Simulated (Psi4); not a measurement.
**Run report: SnH3OF, single-point calculation (part 2 of 2)**

Continued. System: SnH3OF, SMILES [OH][SnH2][F]. Method: OMP2/def2-SVPD, RHF, core potentials def2 (Psi4 1.11). The geometry comes from this level: PBE0-D4/def2-TZVP.

Geometry of the input (Å):
```
O  -1.4144  -0.3330  -0.4250
Sn 0.3023  0.2559  0.2837
F  1.4091  -1.3151  0.3021
H  -1.3686  -0.6857  -1.3167
H  1.0961  1.3171  -0.7821
H  0.0175  0.6967  1.8919
```

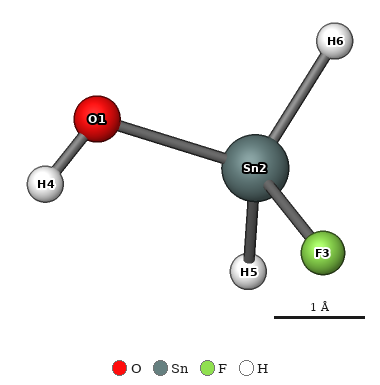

*The input geometry (ball-and-stick view, seen at a tilt; atoms are numbered from 1 in the order of the input). Sticks mark near contacts.*

Log, continued
```
  MOLDEN_WITH_VIRTUAL           => (empty)
  MOLDEN_WRITE                  => (empty)
  MO_DIIS_NUM_VECS              => (empty)
  MO_MAXITER                    => (empty)
  MO_STEP_MAX                   => (empty)
  MP2_AMP_TYPE                  => (empty)
  MP2_OS_SCALE                  => (empty)
  MP2_SOS_SCALE                 => (empty)
  MP2_SOS_SCALE2                => (empty)
  MP2_SS_SCALE                  => (empty)
  MP2_TYPE                      => (empty)
  MP_TYPE                       => (empty)
  NAT_ORBS                      => FALSE           !
  NUM_FROZEN_DOCC               => 6               !
  NUM_FROZEN_UOCC               => (empty)
  NUM_GPUS                      => (empty)
  OCC_ORBS_PRINT                => (empty)
  OEPROP                        => (empty)
  OO_SCALE                      => (empty)
  OPT_METHOD                    => (empty)
  ORBITAL_OPTIMIZER_PACKAGE     => (empty)
  ORB_OPT                       => TRUE            !
  ORB_RESP_SOLVER               => (empty)
  ORTH_TYPE                     => (empty)
  PARENT_SYMMETRY               => (empty)
  PCG_BETA_TYPE                 => (empty)
  PCG_CONVERGENCE               => (empty)
  PCG_MAXITER                   => (empty)
  PCM                           => (empty)
  PE                            => (empty)
  PPL_TYPE                      => (empty)
  PRINT                         => (empty)
  PRINT_NOONS                   => (empty)
  PROPERTIES                    => (empty)
  PROPERTIES_ORIGIN             => (empty)
  PUREAM                        => TRUE            !
  QCHF                          => (empty)
  QC_MODULE                     => (empty)
  RAS1                          => (empty)
  RAS2                          => (empty)
  RAS3                          => (empty)
  RAS4                          => (empty)
  READ_SCF_3INDEX               => (empty)
  REGULARIZATION                => (empty)
  REG_PARAM                     => (empty)
  RELATIVISTIC                  => (empty)
  REMP_A                        => (empty)
  RESTRICTED_DOCC               => (empty)
  RESTRICTED_UOCC               => (empty)
  RMS_MOGRAD_CONVERGENCE        => (empty)
  R_CONVERGENCE                 => (empty)
  SCF_TYPE                      => PK              !
  SCREENING                     => (empty)
  SCS_TYPE                      => (empty)
  SOCC                          => (empty)
  SOS_TYPE                      => (empty)
  TRIPLES_IABC_TYPE             => (empty)
  WFN                           => (empty)
  WFN_TYPE                      => DF-OMP2         !
  WRITER_FILE_LABEL             => (empty)
  ZORA_BASIS_TOLERANCE          => (empty)
  ZORA_NR_DEBUG                 => (empty)
  ZORA_PRUNING_SCHEME           => (empty)
  ZORA_RADIAL_POINTS            => (empty)
  ZORA_SPHERICAL_POINTS         => (empty)

	Warning: cc_lambda option is changed to TRUE
	For this residual convergence, default PCG convergence is:     1.00e-07
	For this energy convergence, default RMS orbital gradient is:     3.16e-07
	For this energy convergence, default MAX orbital gradient is:     2.00e-06

 ==============================================================================
 ==============================================================================
 ==============================================================================

                      DF-OMP2 (DF-OO-MP2)

 ==============================================================================
 ==============================================================================
 ==============================================================================

	MO Hessian type is changed to 'HF'
	MO spaces...

	 FC   OCC   VIR   FV
	----------------------
	  6   15    81    0
	Number of basis functions in the DF-HF basis: 426
	Number of basis functions in the DF-CC basis: 327

	Minimum required memory for amplitudes:     33.79 MB

	Computing DF-MP2 energy using SCF MOs (Canonical DF-MP2)...
	=======================================================================
	Nuclear Repulsion Energy (a.u.)    :   145.59041126138689
	DF-HF Energy (a.u.)                :  -389.29114877417896
	REF Energy (a.u.)                  :  -389.29114877417896
	DF-MP2 Correlation Energy (a.u.)   :    -0.53014165911374
	DF-MP2 Total Energy (a.u.)         :  -389.82129043329269
	=======================================================================

	Number of independent-pairs: 1791

 ==============================================================================
 ================ Performing DF-OMP2 iterations... ============================
 ==============================================================================
	            Minimizing DF-MP2-L Functional
	            ------------------------------
 Iter       E_total           DE           RMS MO Grad      MAX MO Grad      RMS T2
 ----    ---------------    ----------     -----------      -----------     ----------
	successfully fired up coupled DIIS...
   1     -389.8308483213     -9.51e-03       4.43e-04         4.58e-03        1.78e-05
   2     -389.8310738468     -2.26e-04       1.66e-04         2.48e-03        2.99e-06
   3     -389.8311197640     -4.59e-05       1.32e-04         2.17e-03        3.37e-07
   4     -389.8311654798     -4.57e-05       1.12e-04         1.73e-03        1.99e-07
   5     -389.8312616611     -9.62e-05       6.31e-05         9.15e-04        1.88e-07
   6     -389.8312808678     -1.92e-05       5.11e-05         7.54e-04        4.93e-08
   7     -389.8312929407     -1.21e-05       4.10e-05         6.80e-04        6.95e-08
   8     -389.8313009939     -8.05e-06       3.53e-05         6.51e-04        3.28e-08
   9     -389.8313082259     -7.23e-06       3.08e-05         6.25e-04        3.41e-08
  10     -389.8313125083     -4.28e-06       2.92e-05         6.08e-04        1.85e-08
[... 70 lines of further cycles ...]
  81     -389.8314527826     -1.05e-09       1.56e-07         3.12e-06        1.11e-10
  82     -389.8314527830     -3.70e-10       1.48e-07         2.93e-06        9.92e-11
  83     -389.8314527832     -1.98e-10       1.42e-07         2.83e-06        6.86e-11
  84     -389.8314527835     -3.20e-10       1.30e-07         2.69e-06        6.63e-11
  85     -389.8314527838     -2.41e-10       1.20e-07         2.58e-06        1.71e-10
  86     -389.8314527839     -1.53e-10       1.13e-07         2.49e-06        6.34e-11
  87     -389.8314527841     -2.06e-10       1.03e-07         2.35e-06        5.70e-11
  88     -389.8314527845     -3.41e-10       8.82e-08         2.07e-06        6.71e-11
  89     -389.8314527846     -9.00e-11       8.44e-08         2.00e-06        3.37e-11
  90     -389.8314527846     -4.83e-11       8.17e-08         1.97e-06        3.57e-11

 ==============================================================================
 ======================== DF-OMP2 ITERATIONS ARE CONVERGED ====================
 ==============================================================================

	Computing MP2 energy using optimized MOs...
	=======================================================================
	Nuclear Repulsion Energy (a.u.)    :   145.59041126138689
	DF-HF Energy (a.u.)                :  -389.29114877417896
	REF Energy (a.u.)                  :  -389.27969880088858
	DF-MP2 Correlation Energy (a.u.)   :    -0.54030401042098
	DF-MP2 Total Energy (a.u.)         :  -389.83145278459995
	=======================================================================

	=======================================================================
	================ DF-OMP2 FINAL RESULTS ================================
	=======================================================================
	Nuclear Repulsion Energy (a.u.)    :   145.59041126138689
	DF-HF Energy (a.u.)                :  -389.29114877417896
	REF Energy (a.u.)                  :  -389.27969880088858
	DF-OMP2 Correlation Energy (a.u.)  :    -0.54030401041985
	Edfomp2 - Eref (a.u.)              :    -0.55175398371023
	DF-OMP2 Total Energy (a.u.)        :  -389.83145278459881
	=======================================================================

	total time  =         57 seconds =       0.95 minutes

  Variable Map:
  ----------------------------------------------------------------------------
  "CURRENT CORRELATION ENERGY"       =>      -0.540304010420
  "CURRENT ENERGY"                   =>    -389.831452784599
  "CURRENT REFERENCE ENERGY"         =>    -389.291148774179
  "DD SOLVATION ENERGY"              =>       0.000000000000
  "HF KINETIC ENERGY"                =>     258.309386940467
  "HF POTENTIAL ENERGY"              =>    -647.600535714646
  "HF TOTAL ENERGY"                  =>    -389.291148774179
  "HF VIRIAL RATIO"                  =>       2.507073178351
  "MP2 CORRELATION ENERGY"           =>      -0.530141659114
  "MP2 DOUBLES ENERGY"               =>      -0.530141659114
  "MP2 SINGLES ENERGY"               =>       0.000000000000
  "MP2 TOTAL ENERGY"                 =>    -389.821290433293
  "NUCLEAR REPULSION ENERGY"         =>     145.590411261387
  "OMP2 CORRELATION ENERGY"          =>      -0.540304010420
  "OMP2 REFERENCE CORRECTION ENERGY" =>       0.011449973290
  "OMP2 TOTAL ENERGY"                =>    -389.831452784599
  "ONE-ELECTRON ENERGY"              =>    -911.080664961427
  "PCM POLARIZATION ENERGY"          =>       0.000000000000
  "PE ENERGY"                        =>       0.000000000000
  "SCF ITERATION ENERGY"             =>    -389.291148774179
  "SCF ITERATIONS"                   =>      11.000000000000
  "SCF TOTAL ENERGY"                 =>    -389.291148774179
  "SCS(N)-MP2 CORRELATION ENERGY"    =>     389.291148774179
  "SCS(N)-MP2 TOTAL ENERGY"          =>       0.000000000000
  "SCS(N)-OMP2 CORRELATION ENERGY"   =>     389.291148774179
  "SCS(N)-OMP2 TOTAL ENERGY"         =>       0.000000000000
  "SCS-MP2 CORRELATION ENERGY"       =>     389.291148774179
  "SCS-MP2 TOTAL ENERGY"             =>       0.000000000000
  "SCS-OMP2 CORRELATION ENERGY"      =>     389.291148774179
  "SCS-OMP2 TOTAL ENERGY"            =>       0.000000000000
  "SOS-MP2 CORRELATION ENERGY"       =>     389.291148774179
  "SOS-MP2 TOTAL ENERGY"             =>       0.000000000000
  "SOS-OMP2 CORRELATION ENERGY"      =>     389.291148774179
  "SOS-OMP2 TOTAL ENERGY"            =>       0.000000000000
  "TWO-ELECTRON ENERGY"              =>     376.199104925861

  Array Variable Map:
  ----------------------------------------------------------------------------
  "CURRENT DIPOLE"                   =>       0.460204539318 ... 0.264380309399 1 by 3
  "SCF DIPOLE"                       =>       0.460204539318 ... 0.264380309399 1 by 3
  "SCF TOTAL ENERGIES"               =>    -387.159126094755 ... -389.291148774179 1 by 12

    Psi4 run time: 0:00:59.95
```

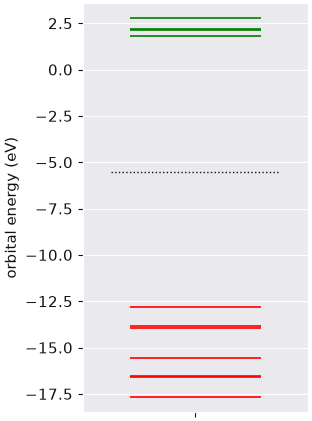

*Orbital energies near the frontier (SCF reference); the dotted line parts filled from empty levels, and levels within 0.02 eV of each other stand side by side.*

Highest filled −12.84 eV, lowest empty 1.82 eV, 14.66 eV apart.

Results in brief

- outcome: converged
- total energy: −389.831453 hartree
- SCF energy: −389.291149 hartree
- MP2 energy: −389.821290 hartree
- correlation energy: −0.540304 hartree
- basis functions: 102
- HOMO of the SCF reference: −12.84 eV
- LUMO of the SCF reference: 1.82 eV
- wall time: 61 s
- peak memory: 0.39 GiB
